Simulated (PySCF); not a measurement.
## Electronic structure of C4H5BF2S (SMILES FB(F)[C@H]1CC=CS1) in real space

The calculation's input:

```
{"job": {"kind": "uv", "xc": "B3LYP", "basis": "def2-SVPD", "nstates": 8, "ntriplets": 3}, "charge": 0, "multiplicity": 1}
F      0.873942     1.544228     2.013678
B      1.539421     0.707640     1.245476
F      2.845217     0.750662     1.399596
C      0.824356    -0.234811     0.201111
C     -0.648613    -0.572858     0.487835
C     -1.435396    -0.367497    -0.771178
C     -0.811564     0.271725    -1.746916
S      0.852912     0.705528    -1.419035
H      1.398240    -1.140001    -0.010157
H     -0.734204    -1.600808     0.845812
H     -1.047439     0.083723     1.268482
H     -2.458851    -0.696050    -0.825327
H     -1.202409     0.549007    -2.707106
```

Command:

```sh
OMP_NUM_THREADS=1 python probes_run.py task.json out
```

Geometry: GFN2-xTB.

All numbers below come from B3LYP/def2-SVPD, SCF density, gas phase in PySCF.

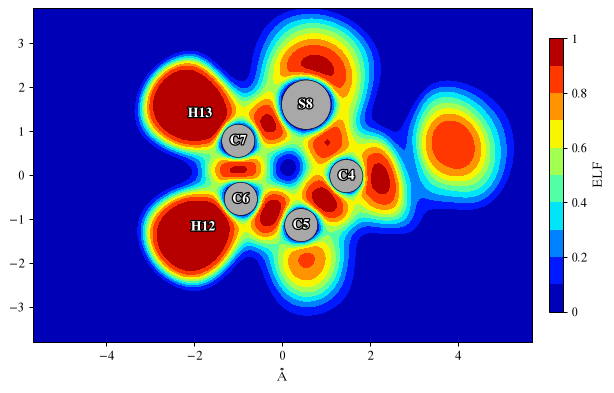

Figure 1. Electron localisation function on the plane of atoms C6, C7 and S8. Grey discs cover the atomic cores.

### What does the map show?

The section cuts through C, S and H sites. C–C (1.32 Å): the ELF peaks at about 0.90 between the atoms (a short, multiple covalent bond). C–S (1.75 Å): the ELF peaks at about 0.95 between the atoms, as expected for a shared electron pair. C–H (1.07 Å): the ELF climbs to about 1 towards the hydrogen, as it does in any bond to H; an ordinary covalent bond to hydrogen. C–C (1.50 Å): the ELF peaks at about 0.95 between the atoms, as expected for localised, covalent bonding. C–S (1.87 Å): the ELF peaks at about 0.90 between the atoms; localised, covalent bonding. The ELF also peaks beside F3 and S8, away from the bonds: lone-pair regions.

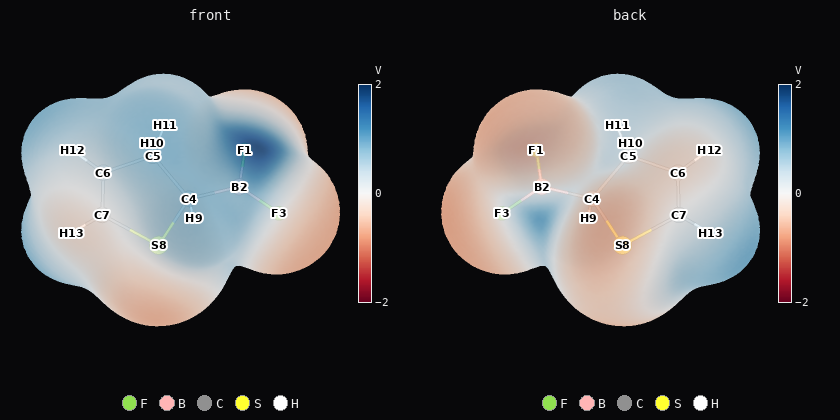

Figure 2. The electrostatic potential painted on the density surface at 0.001 e/bohr³, seen from the front and from behind; red is negative and blue positive.

### Where is the surface potential most negative and most positive?

The most negative region (about −0.7 V) lies over F1, F3 and S8, the most positive (about +1.6 V) over B2.

### How polar is the molecule by this calculation?

Its dipole moment is 2.60 D.
